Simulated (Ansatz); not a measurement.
**CH4F2GaN: inputs that go wrong**

3 inputs were typed for CH4F2GaN. Each is run as it stands; the log then has to tell whether the result can be used.

Program: Ansatz 0.2.0, Gaussian basis. Level of theory: the settings change from run to run. These are calculated values, not measurements.

## (1) The molecule

The geometry comes from an earlier relaxation with PBE0-D4 in a triple-zeta def2 set; it is a stationary point, not always the lowest conformer.

SMILES `C[NH][Ga]([F])[F]`, 9 atoms, charge 0, spin multiplicity 1.

Atoms are counted from 1 here; the program's logs count them from 0.

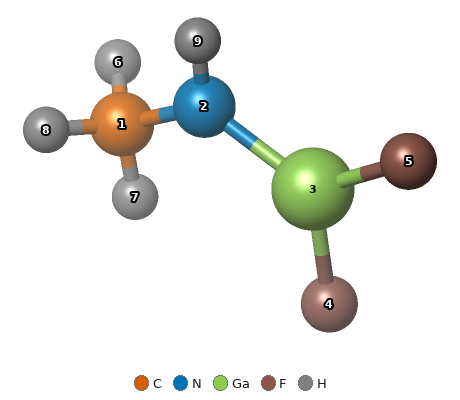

The geometry (carbon orange, nitrogen blue, gallium green, fluorine brown, hydrogen grey); atoms are numbered from 1 in the order of the file.

As a file:

```
C    -0.71208   -0.94798    0.56221
N     0.00976    0.30647    0.52343
Ga    0.84620    1.00232   -0.89274
F     0.86406    0.18239   -2.42912
F     1.69052    2.52285   -0.84479
H    -1.76699   -0.80354    0.81902
H    -0.67790   -1.42935   -0.41630
H    -0.27749   -1.64620    1.28557
H     0.02391    0.81306    1.39272
```

## (2) Input 1

Input file in.yaml:

```yaml
crystal:
  periodic: [false, false, false]
  atoms:
    - {symbol: C, position_ang: [-0.514194, -1.021367, 0.749984]}
    - {symbol: N, position_ang: [-0.036615, 0.337265, 0.465570]}
    - {symbol: Ga, position_ang: [0.810923, 1.113247, -0.799039]}
    - {symbol: F, position_ang: [0.825680, 0.212353, -2.410542]}
    - {symbol: F, position_ang: [1.698141, 2.190347, -0.713957]}
    - {symbol: H, position_ang: [-1.494177, -1.019724, 0.808157]}
    - {symbol: H, position_ang: [-0.692448, -1.274045, -0.377218]}
    - {symbol: H, position_ang: [-0.148560, -1.580844, 1.325080]}
    - {symbol: H, position_ang: [0.125264, 0.782957, 1.469651]}
basis:
  gaussian: {orbitals: def2-TZVP}
hamiltonian: {xc: {name: PBE-QIDH}, pseudopotentials: {relativity: none}}
relax: {f_tol: 0.001, max_steps: 2}
output: {forces: true}
```

Started as:

```bash
ansatz run in.yaml --threads 4 --pin off --events-out ev --progress --plain --max-ram 10444MiB
```

The log of the run:

```text
Functional definition: PBE-QIDH
  name "PBE-QIDH"
  cite "Brémond, Sancho-García, Pérez-Jiménez & Adamo, J. Chem. Phys. 141, 031101 (2014) doi:10.1063/1.4890314"
  cite "Perdew, Burke & Ernzerhof, Phys. Rev. Lett. 77, 3865 (1996) doi:10.1103/PhysRevLett.77.3865"
  parameter a = 3^(-1/3)
  parameter c = 1/3
  exchange = (1 - a)*pbe_x + a*exact_x
  correlation = (1 - c)*pbe_c + c*(mp2_os + mp2_ss)
1438 factors; integrals over basis functions are off by at most 3.6e-4 eV
mean field evaluation 1: about -60361.4960 eV, gradient 6.1e1 eV
mean field evaluation 2: about -60361.7172 eV, gradient 6.1e1 eV
mean field evaluation 4: about -60367.8231 eV, gradient 5.4e0 eV
mean field evaluation 8: about -60367.8833 eV, gradient 4.8e-1 eV
mean field evaluation 16: about -60367.8838 eV, gradient 1.7e-4 eV
mean field -60367.88382196 eV, -2218.4788116357 hartree, gradient 5.6e-6 eV, S^2 0.000000; 0 other end points of the search recorded, 0 dependent functions left out
13 core orbitals not correlated: weight in the atoms' cores, before any rotation towards them, 1.000 or more for the frozen orbitals, at most 0.000 for the correlated occupied ones
reference -60367.88383414 eV, -2218.4788120831 hartree; 20, 20 occupied and 163, 163 virtual orbitals, 1438 factors
second order -33.50157353 eV of doubles, -0.00000000 eV of singles
the calculation of the forces begins
relax step   1: F+E_penalty+E_count = -60379.05101314 eV  Δ(F+E_penalty+E_count) = +0.000e0 eV  max|allowed force component| = 1.994e1 eV/Å  Δτ_max = 0.0000 Å  (44 SCF iters, accepted)
these checks for a lower state are left out or cut short: starts, cluster_reference, orbital_swaps, neighbouring_geometries, increment
1438 factors; integrals over basis functions are off by at most 5.0e-4 eV
mean field -60372.96596537 eV, -2218.6655769613 hartree, gradient 2.2e-6 eV, S^2 0.000000; 0 other end points of the search recorded, 0 dependent functions left out
13 core orbitals not correlated: weight in the atoms' cores, before any rotation towards them, 1.000 or more for the frozen orbitals, at most 0.000 for the correlated occupied ones
reference -60372.96597752 eV, -2218.6655774078 hartree; 20, 20 occupied and 163, 163 virtual orbitals, 1438 factors
second order -33.45010361 eV of doubles, -0.00000000 eV of singles
the calculation of the forces begins
mean field evaluation 32: about -60372.7561 eV, gradient 1.2e0 eV
relax step   2: F+E_penalty+E_count = -60384.11599991 eV  Δ(F+E_penalty+E_count) = -5.065e0 eV  max|allowed force component| = 6.244e0 eV/Å  Δτ_max = 0.1944 Å  (51 SCF iters, accepted)
Error: geometry relaxation did not converge after 2 steps: max|allowed force component| = 6.24e0 eV/Å (threshold 1.0e-3). Raise `relax.max_steps` over both its present limit and 2, loosen `relax.f_tol`, or start from a geometry closer to equilibrium. Where this run's directory can be resumed (`checkpoint.write`), a resume goes on for up to `relax.max_steps` more
```

Wall time 23 s (4 threads of Arm Neoverse V1, shared host); peak memory 0.71 GiB.

Diagnosis: The run did not converge. The relaxation is allowed too few steps for its threshold. The start was also shaken off the relaxed geometry, so there is far to go. To mend it, raise relax.max_steps.

## (3) Input 2

Input file in.yaml:

```yaml
crystal:
  periodic: [false, false, false]
  atoms:
    - {symbol: C, position_ang: [-0.698051, -0.897090, 0.471620]}
    - {symbol: N, position_ang: [0.108171, 0.312113, 0.580075]}
    - {symbol: Ga, position_ang: [0.968996, 0.869970, -0.887413]}
    - {symbol: F, position_ang: [0.814025, 0.164771, -2.422985]}
    - {symbol: F, position_ang: [1.702243, 2.445704, -0.690019]}
    - {symbol: H, position_ang: [-1.808564, -0.820574, 0.875266]}
    - {symbol: H, position_ang: [-0.678703, -1.497721, -0.528201]}
    - {symbol: H, position_ang: [-0.348573, -1.544437, 1.371875]}
    - {symbol: H, position_ang: [-0.010037, 0.651074, 1.344231]}
basis:
  gaussian: {orbitals: aug-cc-pVDZ}
total_charge: -2
hamiltonian: {xc: {name: wB97X-V}, pseudopotentials: {relativity: scalar}}
output: {forces: true}
```

The command is unchanged.

The log of the run, shortened:

```text
Functional definition: wB97X-V
  name "wB97X-V"
  cite "Mardirossian & Head-Gordon, Phys. Chem. Chem. Phys. 16, 9904 (2014) doi:10.1039/C3CP54374A"
  cite "Becke, J. Chem. Phys. 107, 8554 (1997) doi:10.1063/1.475007"
  cite "Vydrov & Van Voorhis, J. Chem. Phys. 133, 244103 (2010) doi:10.1063/1.3521275"
[...]
      + integral(e_c_pw_opposite_spin*poly(b97_u_opposite, cos0, cos1)) + vv10(b, c)
1630 factors; integrals over basis functions are off by at most 7.2e-4 eV
573 factors; integrals over basis functions are off by at most 1.3e-5 eV
[...]
mean field -60808.90341659 eV, -2234.6859828045 hartree, gradient 4.2e-6 eV, S^2 0.000000; 12 other end points of the search recorded, 0 dependent functions left out
[...]
reference -60808.90341491 eV, -2234.6859827429 hartree; 34, 34 occupied and 130, 130 virtual orbitals, 1630 factors
Total energy: -60808.90341491 eV, -2234.6859827429 hartree
Relativity: scalar
Atom 0 at    -0.698051    -0.897090     0.471620 Å, force    -1.295817    -2.161857     2.409302 eV/Å
Atom 1 at     0.108171     0.312113     0.580075 Å, force     0.436134    -6.222628   -13.057109 eV/Å
Atom 2 at     0.968996     0.869970    -0.887413 Å, force     0.360796     0.555496     2.182108 eV/Å
Atom 3 at     0.814025     0.164771    -2.422985 Å, force    -0.295944    -0.903618    -2.117469 eV/Å
Atom 4 at     1.702243     2.445704    -0.690019 Å, force     0.452227     0.962353    -0.102764 eV/Å
Atom 5 at    -1.808564    -0.820574     0.875266 Å, force     1.518659     0.522988    -1.461166 eV/Å
Atom 6 at    -0.678703    -1.497721    -0.528201 Å, force     0.196566     1.237231     1.647884 eV/Å
Atom 7 at    -0.348573    -1.544437     1.371875 Å, force    -0.105087    -0.104085    -1.664921 eV/Å
Atom 8 at    -0.010037     0.651074     1.344231 Å, force    -1.267535     6.114121    12.164136 eV/Å
Dipole moment:    -0.210788     0.705614    -0.733434 e Å
```

It took 74 s on 4 threads of Arm Neoverse V1, shared host; peak memory 0.76 GiB.

What is wrong: It ended without an error, which proves nothing about the input. The charge is far from anything that the molecule holds. Its coordinates are also moved off the relaxed structure. It asks for charge -2; the species has 0. Its energy belongs to another ion. To mend it, type the charge that the molecule really has.

## (4) Input 3

Input file in.yaml:

```yaml
crystal:
  periodic: [false, false, false]
  atoms:
    - {symbol: C, position_ang: [-0.712085, -0.947984, 0.562208]}
    - {symbol: N, position_ang: [0.009762, 0.306471, 0.523433]}
    - {symbol: Ga, position_ang: [0.846198, 1.002319, -0.892736]}
    - {symbol: F, position_ang: [0.864063, 0.182392, -2.429122]}
    - {symbol: F, position_ang: [1.690520, 2.522849, -0.844786]}
    - {symbol: H, position_ang: [-1.766988, -0.803545, 0.819023]}
    - {symbol: H, position_ang: [-0.677905, -1.429354, -0.416296]}
    - {symbol: H, position_ang: [-0.277487, -1.646205, 1.285569]}
    - {symbol: H, position_ang: [0.023913, 0.813058, 1.392717]}
basis:
  gaussian: {orbitals: cc-pVTZ-PP}
hamiltonian: {xc: {name: PBE-QIDH}}
scf: {lower_state_search: light}
```

Launched as before.

The log of the run:

```text
Functional definition: PBE-QIDH
  name "PBE-QIDH"
  cite "Brémond, Sancho-García, Pérez-Jiménez & Adamo, J. Chem. Phys. 141, 031101 (2014) doi:10.1063/1.4890314"
  cite "Perdew, Burke & Ernzerhof, Phys. Rev. Lett. 77, 3865 (1996) doi:10.1103/PhysRevLett.77.3865"
  parameter a = 3^(-1/3)
  parameter c = 1/3
  exchange = (1 - a)*pbe_x + a*exact_x
  correlation = (1 - c)*pbe_c + c*(mp2_os + mp2_ss)
Error: <dir> the basis set cc-pVTZ-PP has no functions for C
```

It took 0.05 s on 4 threads of Arm Neoverse V1, shared host.

**Diagnosis.** Refused before any calculation. The basis set is misnamed or doesn't suit the job. Fix: name an orbital basis set that the library holds for every element here.

## (5) Summary

| input | level | ended | cause | time |
| --- | --- | --- | --- | --- |
| 1 | PBE-QIDH/def2-TZVP | not converged | the relaxation is allowed too few steps for its threshold | 23 s |
| 2 | wB97X-V/aug-cc-pVDZ | converged | the charge is far from anything that the molecule holds | 74 s |
| 3 | PBE-QIDH/cc-pVTZ-PP | refused | the basis set is misnamed or doesn't suit the job | 0.05 s |

**Reading.** 1 not converged, 1 converged, 1 refused. A refusal costs next to no computing time. The dangerous case is the input that converges on a wrong geometry, charge, spin, basis or grid: often only a look at the input shows it.
